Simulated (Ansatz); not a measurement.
The relaxed structure here is a generated cell of GaP: the first start was made by placing the elements on the sites of a structure type, and the end was not matched to a known phase here, so it may be hypothetical. Known forms of GaP include space group No. 216.

One stationary structure of GaP. Space group P6₂22 (No. 180). Method: PBE (plane waves to 420 eV, PAW, scalar-relativistic; Ansatz, a quantum-chemistry and plane-wave program).

Space group P6₂22 (No. 180); a = b = 3.8993 Å, c = 8.5869 Å, α = β = 90.00°, γ = 120.00°

```json
[
 {"atom": "Ga", "site": "3d", "symmetry": "222", "x": "0.5000", "y": "0.0000", "z": "0.5000"},
 {"atom": "P", "site": "3c", "symmetry": "222", "x": "0.5000", "y": "0.0000", "z": "0.0000"}
]
```

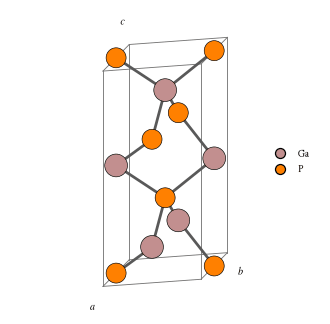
Fig. 1. The conventional cell of the relaxed structure

```yaml
volume_per_atom: 18.84 Å³
band_gap: 0.25 eV, indirect (valence top at Γ, conduction bottom at K) (no spin-orbit coupling)
smallest_direct_gap: 0.43 eV at Γ
shortest_distances: Ga–P 2.42 Å; P–P 3.46 Å; Ga–Ga 3.46 Å
k-mesh: 10×10×4
```

Band energies at high-symmetry points (eV from the VBM; labels of this space group; no spin-orbit coupling), from −5 eV up to 2.8 eV:

```json
[
 {"point": "Γ", "energies": "-2.90 -1.29 -1.29 -0.78 -0.78 -0.53 0.00 0.43 1.86 1.86"},
 {"point": "M", "energies": "-4.30 -3.00 -2.70 -2.04 -1.84 -1.72 0.78 0.78 1.45 1.81"},
 {"point": "K", "energies": "-3.76 -3.76 -2.40 -1.79 -1.79 0.25 2.29 2.29"},
 {"point": "A", "energies": "-2.54 -2.54 -2.45 -2.45 -0.77 -0.66 -0.66 -0.45 1.75 1.97 1.97 2.59"},
 {"point": "L", "energies": "-4.17 -3.69 -2.50 -2.47 -2.20 -1.85 1.31 1.49 2.46"},
 {"point": "H", "energies": "-4.21 -4.21 -3.97 -3.97 -2.26 -1.53 2.38 2.71 2.71"}
]
```

No spin polarisation in the result.

The run could not lose the symmetry of its start; a randomly shaken copy of 12 atoms returns to this structure.
